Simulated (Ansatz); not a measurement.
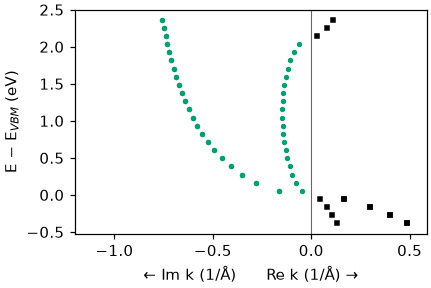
*Complex bands at the centre of the two-dimensional zone; r2SCAN (Ansatz, an electronic-structure program)*

The gap is the functional's own. No spin-orbit coupling. Mid-gap values are interpolated on the energy grid.

Q: This is GaN (F-43m, zinc blende, 2 atoms a cell, 11.4 Å³ an atom) along the normal of (111). Read off the slowest decay at the centre of the two-dimensional zone at 1.04 eV, the computed energy nearest the middle of the gap.

A: κ ≈ 0.15 1/Å, a decay length 1/(2κ) of the density of 3.4 Å.
